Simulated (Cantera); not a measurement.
A closed system holds: 1 mol BCl₃, 0.49 mol NH₃, held at 0.130 bar.

These are equilibrium values from Cantera (NASA tables, ideal gas, pure condensed phases), not measurements of a reactor. Candidate condensed phases: B, BN, NH₄Cl; 21 gas species. The tables' values for BCl₂, BCl are old estimates; treat these amounts as uncertain. Gases not in the tables: BHCl₂. Equilibrium is a limit: real reactors are often held back by kinetics, nucleation or transport.

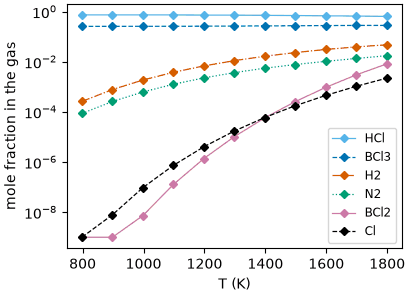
Fig. 1. Equilibrium gas composition (values under 1e-9 drawn at 1e-9)

Question: Read off the mole fractions at 1298 K.

Answer: HCl about 0.72, BCl₃ about 0.26, H₂ about 0.011, N₂ about 0.0037, Cl about 1.7e-5, BCl₂ about 1.0e-5.
